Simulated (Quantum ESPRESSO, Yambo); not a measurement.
# SrTiO3 (Tausonite): Bethe-Salpeter spectra with Yambo, part 2 of 4

How far does the k mesh set the exciton binding of SrTiO3 (Tausonite)?

Quantum ESPRESSO 7.5 and Yambo 5.3.0; PBE and many-body steps on it, plane waves. Known limits of the many-body steps: not at the basis limit; no spin-orbit coupling; coarse k mesh; bindings not settled in the k mesh.

So far. Step 4 (Screening and self-energy, 4×4×4 mesh, 67 bands …): The gap on the mesh goes from 1.91 eV to 3.54 eV, a correction of +1.63 eV. Step 5 (Empty states on the mesh, 4×4×4 mesh, 33 bands): On this mesh the gap is 1.908 eV.

### 7. Excitons

Light makes an electron and a hole together. The Bethe-Salpeter equation adds their screened attraction and their exchange, in a window of bands around the gap.

This step: Bethe-Salpeter equation on PBE with a scissors shift, plane waves, norm-conserving pseudopotentials.

File bse3.in:

```
optics
bss
bse
em1s
dipoles
rim_cut
RandQpts= 1000000
RandGvec= 1 RL
Chimod= "HARTREE"
BSKmod= "SEX"
BSEmod= "resonant"
BSSmod= "d"
BSENGexx= 20 Ry
BSENGBlk= 4 Ry
% BSEQptR
 1 | 1 |
%
% BSEBands
 15 | 23 |
%
% BEnRange
 0 | 6 | eV
%
% BDmRange
 0.1 | 0.1 | eV
%
BEnSteps= 121
% BLongDir
 1 | 0 | 0 |
%
% BndsRnXs
 6 | 33 |
%
NGsBlkXs= 4 Ry
% LongDrXs
 1 | 1 | 1 |
%
% KfnQP_E
 1.626 | 1.0 | 1.0 |
%
WRbsWF
FFTGvecs= 34 Ry
```

Started as:

```console
$ OMP_NUM_THREADS=1 mpirun -n 8 yambo -F bse3.in -J bse3 -C bse3 > bse3.log
```

Log:

```text
 Yambo, version 5.3.0

 [02] CORE Variables Setup
 =========================

  [... cell, symmetries and grids as in the set-up ...]

  [02.05] Energies & Occupations
  ==============================

  [X] === General ===
  [X] Electronic Temperature                        :  0.000000  0.000000 [eV K]
  [X] Bosonic    Temperature                        :  0.000000  0.000000 [eV K]
  [X] Finite Temperature mode                       : no
  [X] El. density                                   :  0.67159E+24 [cm-3]
  [X] Fermi Level                                   :  10.04689 [eV]

  [X] === Gaps and Widths ===
  [X] Conduction Band Min                           :  1.907625 [eV]
  [X] Valence Band Max                              :  0.000000 [eV]
  [X] Filled Bands                                  :  20
  [X] Empty Bands                                   :   21   33
  [X] Direct Gap                                    :  2.262758 [eV]
  [X] Direct Gap localized at k                     :  1
  [X] Indirect Gap                                  :  1.907625 [eV]
  [X] Indirect Gap between kpts                     :  10   1
  [X] Last valence band width                       :  0.731994 [eV]
  [X] 1st conduction band width                     :  2.609049 [eV]

 [03] Transferred momenta grid and indexing
 ==========================================

 [BZ sampling] Q-grid is User defined and/or read from the database

 IBZ Q-points                                      :  10
 BZ  Q-points                                      :   64

 K/Q-points units:
 rlu = crystal or reduced units; cc = cartesian coordinates; iku = interal k-units

 Q [ 1]         [rlu]:  0.000000  0.000000  0.000000
 Q [ 2]         [rlu]:  0.000000  0.000000  0.250000
 Q [ 3]         [rlu]:  0.000000  0.000000 -0.500000
 Q [ 4]         [rlu]:  0.000000  0.250000  0.250000
 Q [ 5]         [rlu]:  0.000000  0.250000 -0.500000
 Q [ 6]         [rlu]:  0.000000 -0.500000 -0.500000
 Q [ 7]         [rlu]:  0.250000  0.250000  0.250000
 Q [ 8]         [rlu]:  0.250000  0.250000 -0.500000
 Q [ 9]         [rlu]:  0.250000 -0.500000 -0.500000
 Q [10]         [rlu]: -0.500000 -0.500000 -0.500000

  [03.01] X + BSE indexes
  =======================

   [03.01.01] Sigma indexes
   ========================

 [04] Coloumb potential Random Integration (RIM)
 ===============================================

  [04.01] RIM initialization
  ==========================

  * Diagonal components only detected *

  8 x (sBL volume)        :  0.077143 [a.u.]
  sBZ random points       :  1000000
  Points outside the sBZ  :   7992674
  RL volume               :  0.617144 [a.u.]
  Integrated volume       :  0.617710 [a.u.]

  [04.02] RIM integrals
  =====================

  Gamma point sphere radius             :  0.077218 [a.u.]
  Points outside the sphere             :   799758
  [Int_sBZ(q=0) 1/q^2]*(Vol_sBZ)^(-1/3) =:  7.677921
                                 should be <:  7.795600

  Summary of Coulomb integrals for non-metallic bands |Q|[au] RIM/Bare

  Q [1] 0.100000E-4 0.984904 * Q [2] 0.212848 1.050352
  Q [4] 0.301012 1.048056 * Q [7] 0.368663 1.034451
  Q [3] 0.425695 1.019613 * Q [5] 0.475942 1.017752
  Q [8] 0.521368 1.015471 * Q [6] 0.602024 1.012155
  Q [9] 0.638543 1.010963 * Q [10] 0.737326 1.008585

 [05] External/Internal QP corrections
 =====================================

 [QP_apply] Action to be applied: USER defined scissor

  [05.01]  QP corrections report
  ==============================

  [K+QP] === General ===
  [K+QP] Electronic Temperature                     :  0.000000  0.000000 [eV K]
  [K+QP] Bosonic    Temperature                     :  0.000000  0.000000 [eV K]
  [K+QP] Finite Temperature mode                    : no
  [K+QP] El. density                                :  0.67159E+24 [cm-3]
  [K+QP] Fermi Level                                :  0.000000 [eV]

  [K+QP] === Gaps and Widths ===
  [K+QP] Conduction Band Min                        :  3.533625 [eV]
[...]
[K+QP] Last valence band width                    :  0.731994 [eV]
  [K+QP] 1st conduction band width                  :  2.609049 [eV]

  [coarse-grid] Minimum Bare Gap        [ev]:  1.907625
  [coarse-grid] Minimum Gap Correction  [ev]:  1.626000

  Eqp @ K [ 1]
  -56.39959 -32.71902 -32.67399 -32.67399 -32.67399 -17.35895 -16.37681 -16.37681
  -14.70789 -14.70789 -14.70789  -2.81136  -2.81136  -2.81136  -1.16581  -1.16580
  -1.165804 -0.355133 -0.355133 -0.355133  3.533625  3.533625  3.533625  6.013912
    6.01391   7.08471   7.08471   7.86962  10.06196  10.06197  10.06197  17.51715
   18.49829
  Eqp @ K [ 2]
  -56.39885 -32.78871 -32.67254 -32.67254 -32.62777 -17.43003 -16.35706 -16.30115
  -14.68442 -14.68442 -14.37975  -3.52979  -2.84050  -2.84050  -1.79788  -1.79788
[...]
18.14890
  Eqp @ K [ 3]
[...]
16.54086
  Eqp @ K [ 4]
[...]
16.63665
  Eqp @ K [ 5]
[...]
16.61107
  Eqp @ K [ 6]
[...]
13.67955
  Eqp @ K [ 7]
[...]
16.97228
  Eqp @ K [ 8]
[...]
15.75446
  Eqp @ K [ 9]
[...]
14.95313
  -14.97284 -14.97284 -14.97284  -4.62341  -4.16003  -4.16003  -3.71210  -3.71210
   -3.71210    -0.217593E-6 -0.198240E-6   0.00000      6.14267      6.14268      6.14268      8.62439
    8.62439   8.62439  10.05947  10.05947  11.36307  11.36307  11.87370  15.90955
   15.90955

 [06] Dipoles
 ============

  [06.01] Setup: observables and procedures
  =========================================

  [WARNING] [x,Vnl] slows the Dipoles computation. To neglect it rename the ns.kb_pp file

  [WARNING] [r,Vnl^pseudo] included in position and velocity dipoles.

  [WARNING] In case H contains other non local terms, these are neglected

 [07] Static Dielectric Matrix
 =============================

 [SLK-Inversion]  Pools        :  2
 [SLK-Inversion]  BLACS grid   :  2  2

 [WR./bse3//ndb.em1s]------------------------------------------------------------
  Brillouin Zone Q/K grids (IBZ/BZ)                :   10   64   10   64
  RL vectors                                       :  1365 [WF]
  Coulomb cutoff potential                         : none
  Electronic Temperature                           :  0.000000 [K]
  Bosonic    Temperature                           :  0.000000 [K]
  Static diel. fun.  energies                      : Perdew, Burke & Ernzerhof(X)+Perdew, Burke & Ernzerhof(C)
  wavefunctions                                    : Perdew, Burke & Ernzerhof(X)+Perdew, Burke & Ernzerhof(C)
  Global Gauge                                     : length
  X matrix size                                    :   81
  X band range                                     :    6   33
  X e/h energy range                               : -1.000000 -1.000000 [eV]
  X Time ordering                                  : T
  X Hxc Kernel                                     : HARTREE
  X Drude frequency                                :  0.000000  0.000000
  X poles                                          :  100.0000 [o/o]
  RL vectors in the sum                            :  1365
  [r,Vnl] included                                 : yes
  Field direction                                  :  0.577350E-5  0.577350E-5  0.577350E-5
  BZ energy Double Grid                            : no
  BZ energy DbGd points                            : 0
  BZ Q point size factor                           : -1.000000
  X Optical Averaged directions                    : none

 [08] Bethe Salpeter Equation driver
 ===================================

  [08.01] Bethe Salpeter Equation @q1
  ===================================

   [08.01.01] Transition pre-analysis @q1
   ======================================

   [08.01.02] Transition Groups build-up @q1
   =========================================

   [BSK] Transition groups (total):   40
   [BSK] Size (resonant):  1152
   [BSK]         (total):  1152
   [BSK] N. of matrices :  1

   [08.01.03] Loading Dipoles @q1
   ==============================

   [08.01.04] Independent Particles properties @q1
   ===============================================

   ==========================================================

   [BSE] Exchange components :   691
   [BSE] Correlation components :   81  301

    [08.01.05.01] Screened interaction header I/O
    =============================================

    [08.01.05.02] Main kernel loop
    ==============================

    [08.01.05.03] Wave-Function Phases
    ==================================

    [BSE] WF phases found       :  13.33333 [o/o]

   [08.01.06] BSE solver(s) @q1
   ============================

   [SLK-Digonalization]  Pools        :  2
   [SLK-Digonalization]  BLACS grid   :  2  2

   [08.01.07] Diago Solver @q1
   ===========================

 [11] Game Over & Game summary
```

Wall time 11 s (8 MPI ranks of Arm Neoverse V1, shared host); peak memory 2.6 GiB; 71 s of CPU time.

This step gave:

```
transitions in the window                                      : 1152
direct gap of the transition levels                            : 3.889 eV
lowest state                                                   : 3.445 eV
first strong exciton (over a fiftieth of the strongest listed) : 3.460 eV
binding of the lowest state below the direct gap               : 0.4437 eV
Coulomb term of one mesh cell                                  : 0.4197 eV
```

The binding is 1.1 times the screened Coulomb term of one mesh cell (0.42 eV), so it is not shown settled.

The lowest state lies at 3.445 eV, 0.444 eV under the direct gap.

Lines within 3 meV are set at the lowest of them, and the highest group, which the list may cut short, is left out; lines within 3 meV are set at the lowest of them, and the highest group, which the list may cut short, is left out. Exciton lines, with heights relative to the strongest:

```
position (eV)  lines merged  strength, relative
        3.445             3                 0.0
        3.460             3                  91
        3.495             2                 0.0
        3.503             1                 0.0
        3.773             3                 0.0
        3.781             3                 100
```

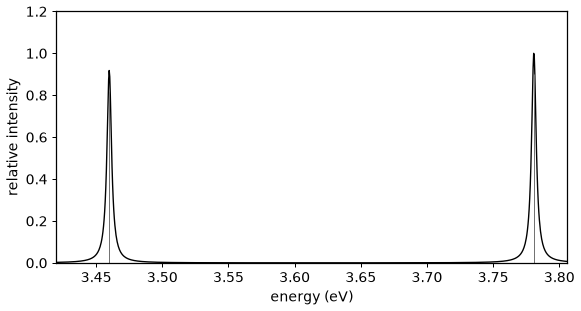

The exciton spectrum, broadened with Lorentzians of width 0.0042 eV; bars mark the lines.

The ε₂ has structure finer than the step of the table below, so its rows give means over 0.25 eV, whole bins alone (the curve runs from 0 to 6 eV). Peaks (eV: height): BSE 3.450: 8.36, 3.800: 9.05, 4.300: 5.91, 5.100: 15.1; no electron-hole interaction 4.200: 7.13, 5.700: 9.45.

Field along x; broadening 0.1 eV; transition window only. Limits: finite bands, cutoff and mesh; no spin-orbit coupling; coarse k mesh; exciton not shown settled in the k mesh. Table of ε₂ by photon energy; means over each step:

```
photon energy (eV)     BSE  no electron-hole interaction
              0.25  0.0291                        0.0193
              0.50  0.0332                        0.0215
              0.75  0.0383                        0.0241
              1.00  0.0447                        0.0272
              1.25  0.0530                        0.0310
              1.50  0.0640                        0.0357
              1.75  0.0791                        0.0417
              2.00   0.101                        0.0495
              2.25   0.135                        0.0600
              2.50   0.192                        0.0748
              2.75   0.305                        0.0967
              3.00   0.606                         0.133
              3.25    2.26                         0.200
              3.50    6.44                         0.373
              3.75    7.06                          1.29
              4.00    3.63                          2.82
              4.25    4.50                          5.69
              4.50    2.42                          3.90
              4.75    3.09                          2.96
              5.00    11.6                          1.08
              5.25    9.30                          1.75
              5.50    4.19                          4.20
              5.75    1.85                          7.53
```

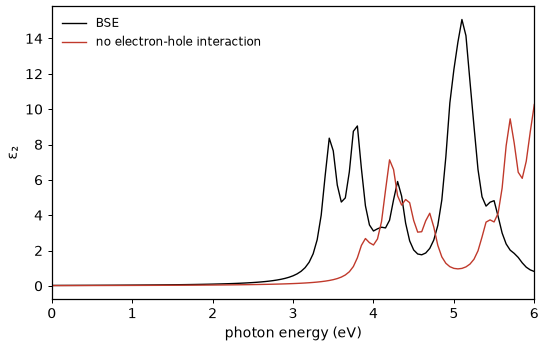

ε₂, plotted against photon energy.

### 8. Triplet (no exchange term)

bse4.in, as its differences from bse3.in of step 7:

```diff
@@ -12,3 +12,3 @@
 BSSmod= "d"
-BSENGexx= 20 Ry
+BSENGexx= 1 RL
 BSENGBlk= 4 Ry
```

Started as:

```console
$ OMP_NUM_THREADS=1 mpirun -n 8 yambo -F bse4.in -J bse4,bse3_W -C bse4 > bse4.log
```

Log:

```text
 Yambo, version 5.3.0

 [02] CORE Variables Setup
 =========================

  [... cell, symmetries and grids as in the set-up ...]

  [02.05] Energies & Occupations
  ==============================

  [X] === General ===
  [X] Electronic Temperature                        :  0.000000  0.000000 [eV K]
  [X] Bosonic    Temperature                        :  0.000000  0.000000 [eV K]
  [X] Finite Temperature mode                       : no
  [X] El. density                                   :  0.67159E+24 [cm-3]
  [X] Fermi Level                                   :  10.04689 [eV]

  [X] === Gaps and Widths ===
  [X] Conduction Band Min                           :  1.907625 [eV]
  [X] Valence Band Max                              :  0.000000 [eV]
  [X] Filled Bands                                  :  20
  [X] Empty Bands                                   :   21   33
  [X] Direct Gap                                    :  2.262758 [eV]
  [X] Direct Gap localized at k                     :  1
  [X] Indirect Gap                                  :  1.907625 [eV]
  [X] Indirect Gap between kpts                     :  10   1
  [X] Last valence band width                       :  0.731994 [eV]
  [X] 1st conduction band width                     :  2.609049 [eV]

 [03] Transferred momenta grid and indexing
 ==========================================

 IBZ Q-points                                      :  10
 BZ  Q-points                                      :   64

 K/Q-points units:
 rlu = crystal or reduced units; cc = cartesian coordinates; iku = interal k-units

 Q [ 1]         [rlu]:  0.000000  0.000000  0.000000
 Q [ 2]         [rlu]:  0.000000  0.000000  0.250000
 Q [ 3]         [rlu]:  0.000000  0.000000 -0.500000
[...]
[K+QP] Filled Bands                               :  20
  [K+QP] Empty Bands                                :   21   33
  [K+QP] Direct Gap                                 :  3.888758 [eV]
  [K+QP] Direct Gap localized at k                  :  1
  [K+QP] Indirect Gap                               :  3.533625 [eV]
  [K+QP] Indirect Gap between kpts                  :  10   1
  [K+QP] Last valence band width                    :  0.731994 [eV]
  [K+QP] 1st conduction band width                  :  2.609049 [eV]

  [coarse-grid] Minimum Bare Gap        [ev]:  1.907625
  [coarse-grid] Minimum Gap Correction  [ev]:  1.626000

  Eqp @ K [ 1]
  -56.39959 -32.71902 -32.67399 -32.67399 -32.67399 -17.35895 -16.37681 -16.37681
  -14.70789 -14.70789 -14.70789  -2.81136  -2.81136  -2.81136  -1.16581  -1.16580
  -1.165804 -0.355133 -0.355133 -0.355133  3.533625  3.533625  3.533625  6.013912
[...]
18.49829
  Eqp @ K [ 2]
[...]
18.14890
  Eqp @ K [ 3]
[...]
16.54086
[...]
Eqp @ K [ 8]
[...]
Eqp @ K [ 9]
[...]
14.95313
[...]
-3.71210    -0.217593E-6 -0.198240E-6   0.00000      6.14267      6.14268      6.14268      8.62439
    8.62439   8.62439  10.05947  10.05947  11.36307  11.36307  11.87370  15.90955
   15.90955

 [06] Dipoles
 ============

  [06.01] Setup: observables and procedures
  =========================================

  [WARNING] [r,Vnl^pseudo] included in position and velocity dipoles.

  [WARNING] In case H contains other non local terms, these are neglected

 [07] Static Dielectric Matrix
 =============================

    [08.01.05.02] Main kernel loop
    ==============================

    [08.01.05.03] Wave-Function Phases
    ==================================

    [BSE] WF phases found       :  13.33333 [o/o]

   [08.01.06] BSE solver(s) @q1
   ============================

   [SLK-Digonalization]  Pools        :  2
   [SLK-Digonalization]  BLACS grid   :  2  2

   [08.01.07] Diago Solver @q1
   ===========================

 [11] Game Over & Game summary
```

Wall time 6.6 s (8 MPI ranks); peak memory 2.5 GiB.

The lowest triplet lies at 3.438 eV; without spin-orbit coupling triplets are dark, so no spectrum is read.

### 9. Empty states on the mesh, 6×6×6 mesh, 33 bands

This step: Quantum ESPRESSO 7.5; DFT, PBE, plane waves, norm-conserving pseudopotentials.

File pw.in:

```
&control
  calculation = 'nscf'
  prefix = 'x'
  outdir = 'o'
  pseudo_dir = 'pseudo'
/
&system
  ibrav = 0
  nat = 5
  ntyp = 3
  ecutwfc = 76.0
  nbnd = 33
  force_symmorphic = .true.
/
&electrons
  conv_thr = 1e-9
  electron_maxstep = 80
  diago_full_acc = .true.
  diago_thr_init = 5e-6
/
ATOMIC_SPECIES
  Sr 87.62 Sr.upf
  Ti 47.867 Ti.upf
  O 15.999 O.upf
CELL_PARAMETERS angstrom
  3.9052800000 0.0000000000 0.0000000000
  0.0000000000 3.9052800000 0.0000000000
  0.0000000000 0.0000000000 3.9052800000
ATOMIC_POSITIONS crystal
  Sr 0.5000000000 0.5000000000 0.5000000000
  Ti 0.0000000000 0.0000000000 0.0000000000
  O 0.5000000000 0.0000000000 0.0000000000
  O 0.0000000000 0.5000000000 0.0000000000
  O 0.0000000000 0.0000000000 0.5000000000
K_POINTS automatic
  6 6 6 0 0 0
```

Started as:

```console
$ OMP_NUM_THREADS=1 mpirun -n 8 pw.x -nk 4 -in pw.in > pw.out
```

Log:

```text
[banner, memory and clock lines left out]
Program PWSCF v.7.5 starts

     Atomic positions and unit cell read from directory:
     o/x.save/

     Message from routine setup:
     using ibrav=0 with symmetry is DISCOURAGED, use correct ibrav instead

     bravais-lattice index     =            0
     lattice parameter (alat)  =       7.3799  a.u.
     unit-cell volume          =     401.9325 (a.u.)^3
     number of atoms/cell      =            5
     number of atomic types    =            3
     number of electrons       =        40.00
[...]
8.8811   9.6918   9.6918   9.6918  11.9545  11.9545  11.9545  14.4348
[...]
26.9192

          k = 0.0000 0.0000 0.1667 (  4525 PWs)   bands (ev):

[...]
26.8855

          k = 0.0000 0.0000 0.3333 (  4500 PWs)   bands (ev):

[...]
7.9766   8.2598   9.3794   9.3794  12.0781  13.4535  13.4535  14.4470
    16.2105  16.9061  16.9464  18.2164  18.5868  19.2537  19.2537  23.9678
    25.6436

          k = 0.0000 0.0000-0.5000 (  4484 PWs)   bands (ev):

     [... further k-points ...]

     highest occupied, lowest unoccupied level (ev):    10.0469   11.9545

     XML data file, pseudopotentials, collected wavefunctions
```

The job ended after 4.4 s (8 MPI ranks; peak memory 0.42 GiB; 29 s of CPU time).

Numbers from this step:

* gap: 1.908 eV
* k of the valence top: -0.5, -0.5, -0.5
* k of the conduction bottom: 0, 0, 0
* least direct gap: 2.263 eV
* k points computed: 20
* lowest point of the top converged band, above the valence top: 12.05 eV

On this mesh the gap is 1.908 eV.

### 10. Conversion and set-up

This step: Yambo 5.3.0; conversion and set-up on PBE, plane waves, norm-conserving pseudopotentials.

Started as:

```console
$ (cd o/x.save; p2y > p2y.log; mv SAVE ../..); yambo > setup.log
```

Log:

```text
 Yambo, version 5.3.0

 [02] CORE Variables Setup
 =========================

  [02.01] Unit cells
  ==================

  Cell kind             :  CUB
  Atoms in the cell     :  Sr  Ti  O
  number of Sr atoms    :  1
  number of Ti atoms    :  1
  number of O  atoms    :  3

  List of atomic masses
  Mass of Sr    :  87.62000
  Mass of Ti    :  47.86700
  Mass of O     :  15.99900

  List of atomic coordinates    : [cc]
  Sr1       :  3.689955  3.689955  3.689955  order 1
  Ti1       :  0.000000  0.000000  0.000000  order 2
  O1       :  3.689955  0.000000  0.000000  order 3
[...]
K/Q-points units:
 rlu = crystal or reduced units; cc = cartesian coordinates; iku = interal k-units

 Q [ 1]         [rlu]:  0.000000  0.000000  0.000000
 Q [ 2]         [rlu]:  0.000000  0.000000  0.166667
 Q [ 3]         [rlu]:  0.000000  0.000000  0.333333
[...]
Q [ 8]         [rlu]:  0.000000  0.333333  0.333333
 Q [ 9]         [rlu]:  0.000000  0.333333 -0.500000
 Q [10]         [rlu]:  0.000000 -0.500000 -0.500000
     [... 8 further rows ...]
 Q [19]         [rlu]:  0.333333 -0.500000 -0.500000
 Q [20]         [rlu]: -0.500000 -0.500000 -0.500000

  [03.01] X indexes
  =================

   [03.01.01] Sigma indexes
   ========================

 [06] Game Over & Game summary
```

Wall time 3.8 s (1 MPI rank); peak memory 0.25 GiB.

(Continued in part 3 of 4.)

[Paths, hosts, dates, memory and timing lines, banners, echoed tables and standing remarks are left out of the program output.]

[Logs are printed without paths, hosts, clocks, repeated set-up lines and the standing remarks that a program may print on its own settings, such as how far it seeks lower states.]

[Runs of the session that timed out or met a known fault of the program may be left out.]

[Hosts, paths, dates, database ids (printed as entryN), source tags and the programs' standing remarks are cut or masked in the printed files.]
